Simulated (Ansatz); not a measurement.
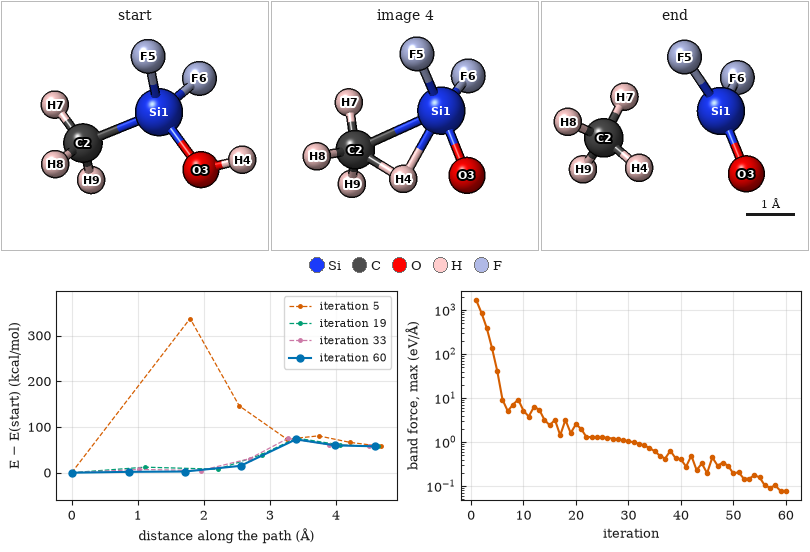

A nudged-elastic-band calculation for CH4F2OSi. Images are numbered from 0 (start) to 6 (end). The plot follows the band through its iterations. The picture is a ball-and-stick view, seen from a free direction.

All numbers below come from RKS PBE0-D4/def2-SVP in Ansatz 0.2.0. Set-up: 5 movable images; climbing image from the first iteration; force threshold 0.03 eV/Å; iteration limit 60; optimiser FIRE; starting path through a guess of the saddle point.

Q: Judge this run.

A: The result isn't final. The band hadn't converged when the run stopped after 60 iterations. The largest component of the band force went from 1700 to 0.078 eV/Å. The barrier read from it is provisional, though the highest image hardly moved in the last two iterations. The first iteration put the highest image at 4773.7 kcal/mol. The energy climbs by 73.0 kcal/mol to image 4 and then falls by 15.3 kcal/mol, so the end point sits at +57.7 kcal/mol.
